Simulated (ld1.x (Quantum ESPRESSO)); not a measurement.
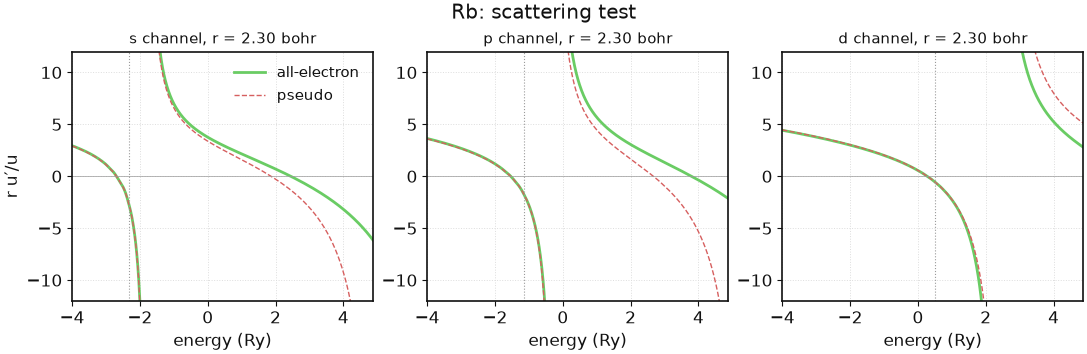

Logarithmic derivatives r u′/u at the test radius against energy, all-electron atom (solid) and pseudo-atom (dashed). Here u = r R(r). The dotted line marks the reference energy of the channel.

Input of ld1.x (Quantum ESPRESSO) 7.5:

```
 &input
   title='Rb', zed=37., rel=1, dft='BLYP', iswitch=3,
   config='[Kr] 4d-2 5s1 5p0',
   nld=3, rlderiv=2.30, eminld=-4.0, emaxld=5.0, deld=0.02
 /
 &inputp
   pseudotype=2, tm=.true., lloc=0,
   nlcc=.false.,
   file_pseudopw='Rb.UPF', file_wfcaegen='ae.wfc', file_wfcncgen='nc.wfc', file_beta='beta', file_chi='chi'
 /
3
4P  2  1   6.00   0.00  2.00  2.00  0.0
4D  3  2  -2.00   0.50  2.10  2.10  0.0
4S  1  0   2.00   0.00  1.90  1.90  0.0
 &test
   configts(1)='4s2 4p6 5s1 5p0'
 /
```

Command:
```bash
ld1.x < Rb.in > Rb.out
```

Functional and relativity: BLYP, scalar-relativistic.

### Where are the poles, the energies at which the radial function vanishes at the test radius?

s: all-electron at -1.8 Ry, pseudo at -1.8 Ry; p: all-electron at -0.2 Ry, pseudo at -0.3 Ry; d: all-electron at 2.4 Ry, pseudo at 2.5 Ry.

### Where do the curves cross zero?

s: all-electron -2.7 and 2.4 Ry, pseudo -2.7 and 1.9 Ry; p: all-electron -1.5 and 3.8 Ry, pseudo -1.5 and 2.7 Ry; d: all-electron 0.3 Ry, pseudo 0.3 Ry.
